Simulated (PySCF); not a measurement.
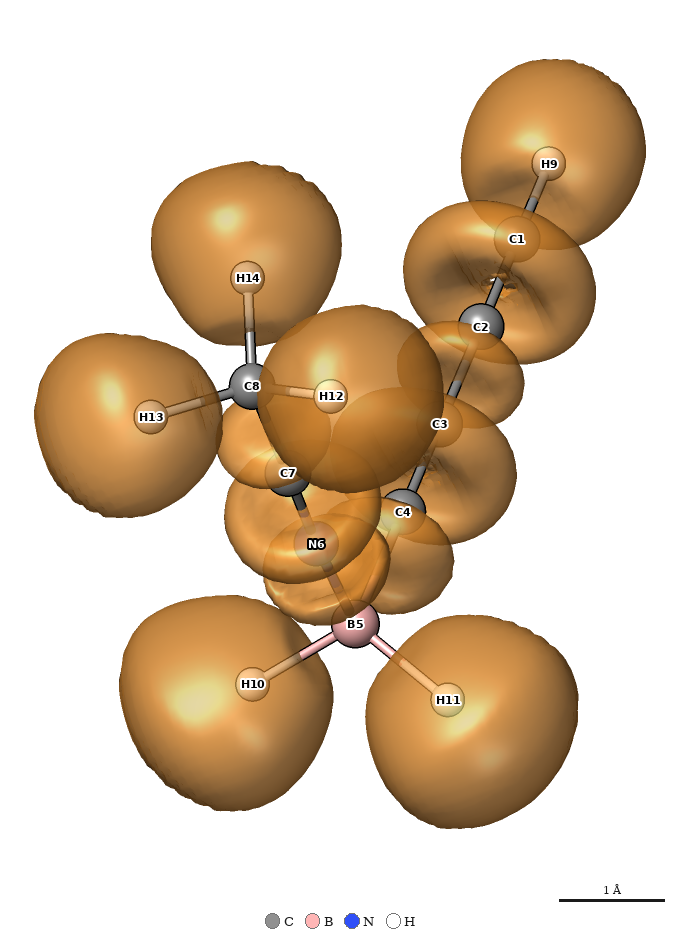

*C$_{6}$H$_{6}$BN (SMILES C#CC#C[BH2-][N+]#CC). Isosurface of the ELF at 0.8 (orange), seen at an oblique angle. Only the valence region is drawn (cores and ρ < 0.01 e/Å³ removed).*

Geometry: GFN2-xTB.

The calculation used PySCF 2.14.0, wB97X-D/def2-SVPD, SCF density, gas phase.

```xyz
14

C     3.9759    1.9510    0.7035
C     3.1527    1.1363    0.3697
C     2.2118    0.2284   -0.0063
C     1.3822   -0.5863   -0.3462
B     0.3168   -1.6285   -0.7822
N    -0.9827   -0.9594   -0.5397
C    -1.9427   -0.3670   -0.3244
C    -3.1409    0.3678   -0.0615
H     4.6978    2.6541    0.9918
H     0.3533   -1.8672   -1.9511
H     0.3189   -2.6074   -0.0993
H    -3.6379   -0.0340    0.8218
H    -3.8139    0.2966   -0.9162
H    -2.8921    1.4149    0.1130
```

Identify the bonds, lone pairs and shells in this picture.

At this value the surface marks out one region between bonded B–C atoms (shared pairs), one region between bonded B–N atoms (shared pairs), four regions between bonded C–C atoms (shared pairs), one region between bonded C–N atoms (shared pairs) and six regions around hydrogen nuclei. Along the contacts the grid gives the following. C–N (1.15 Å): the ELF peaks at about 0.85 between the atoms (a multiple bond). C–C (1.21 Å): the ELF peaks at about 0.85 between the atoms; a multiple bond.
